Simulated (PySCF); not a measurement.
## Frequency calculation of RuH₃O₃

- system: RuH₃O₃, multiplicity 2
- method: UKS-based PBE0, Ru def2-TZVP with ECP28, O def2-TZVP, H def2-TZVP; non-relativistic Hamiltonian with a scalar-relativistic core potential; density fitting (PySCF 2.14.0)

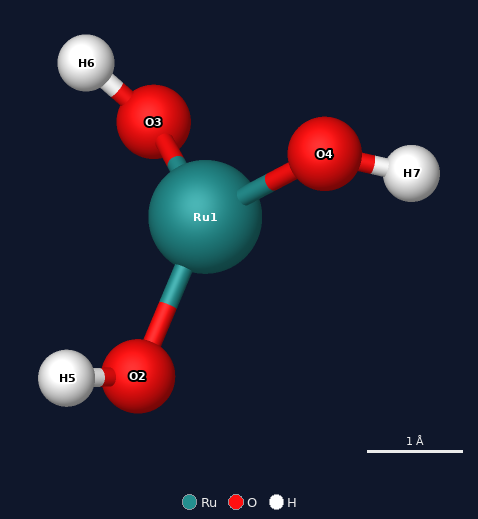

Fig. 1: The structure as given in the input (ball-and-stick view, seen at a tilt; atoms are numbered from 1 in the order of the input). Sticks mark near contacts.

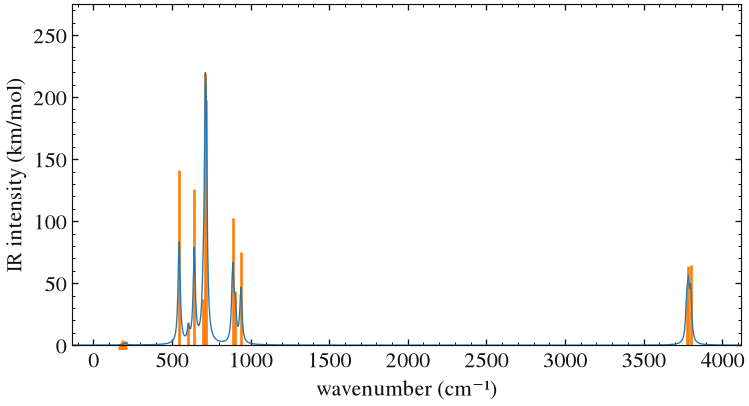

Fig. 2: Harmonic infrared spectrum, unscaled: sticks (degenerate modes added up, dark ones marked on the axis) with a Lorentzian envelope of 16 cm⁻¹ full width, scaled to the tallest stick. 15 modes from 187 to 3799 cm⁻¹, none imaginary. The strongest line is at 712 cm⁻¹ (220 km/mol). All modes, in cm⁻¹ (km/mol): 187 (0.3), 190 (0.2), 205 (3.3), 546 (141), 605 (18.3), 642 (126), 699 (37), 712 (220), 718 (198), 887 (103), 903 (44), 939 (75), 3774 (45), 3785 (64), 3799 (65).

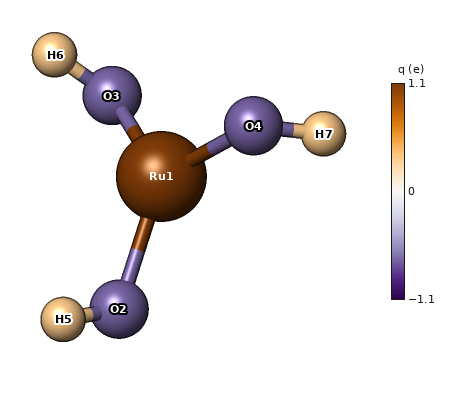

Fig. 3: Mulliken charges, as the colour of each atom (ball-and-stick view, seen at a tilt; atoms are numbered from 1 in the order of the input; Mulliken charges depend strongly on the basis). By element: Ru +1.08, O −0.70 to −0.69 and H +0.33 to +0.34 e.

The input that produced these results follows, with the program's output.

Input:
```python
from pyscf import gto, scf, dft
mol = gto.M(atom='''
Ru    -0.001213     0.002089    -0.001044
O     -0.110977     0.269342     1.815851
O      1.648356    -0.024630    -0.815164
O     -1.529094    -0.211570    -0.998850
H     -0.165472    -0.546131     2.329835
H      2.014700    -0.910422    -0.930530
H     -1.902713     0.609505    -1.340426''',
    basis={'Ru': 'def2-TZVP', 'O': 'def2-TZVP', 'H': 'def2-TZVP'},
    ecp={'Ru': 'def2-TZVP'},
    charge=0, spin=1)
mf = dft.UKS(mol, xc='PBE0')
mf.grids.atom_grid = (75, 302)
aux = {'Ru': 'def2-universal-JKFIT', 'O': 'def2-universal-JKFIT', 'H': 'def2-universal-JKFIT'}
mf = mf.density_fit(auxbasis=aux)
mf.conv_tol = 1e-09
mf.diis_space = 10
mf.max_cycle = 60
mf.verbose = 4
mf.kernel()
```

The script is an equivalent of the set-up of the self-consistent field. The run itself was carried out by a driver, which started from the orbitals of the step before it where there was one and computed the further properties.

Launched with:
```bash
OMP_NUM_THREADS=4 python axn.py task.json out
```

What the program printed:
```
init E= -322.234285664291
  alpha nocc = 22  HOMO = -0.250821112705419  LUMO = -0.0538384686075422
  beta  nocc = 21  HOMO = -0.237995549946101  LUMO = -0.102289731542331
  HOMO = -0.237995549946  LUMO = -0.102289731542  gap/eV = 3.69274
cycle= 1 E= -322.23428566429  delta_E= 3.41e-13  |g|= 2.42e-07  |ddm|= 9.52e-07
  alpha nocc = 22  HOMO = -0.250821085561627  LUMO = -0.0538384528427305
  beta  nocc = 21  HOMO = -0.237995520415082  LUMO = -0.102289699116913
  HOMO = -0.237995520415  LUMO = -0.102289699117  gap/eV = 3.69274
Extra cycle  E= -322.23428566429  delta_E= 2.27e-13  |g|= 4.34e-07  |ddm|= 8.83e-07
converged SCF energy = -322.23428566429  <S^2> = 0.7526959  2S+1 = 2.0026941
```

Key numbers:

- outcome: converged
- total energy: −322.234286 hartree
- ⟨S²⟩: 0.753
- zero-point energy: 0.042354 hartree
- dipole moment: 1.32 D
- wavenumbers, lowest and highest: 187 and 3799 cm⁻¹
- hardware: 4 threads of Arm Neoverse V2, 24 GiB of memory available, shared host
- wall time: 4.2 min (CPU time 14 min)
- peak memory: 2.4 GiB
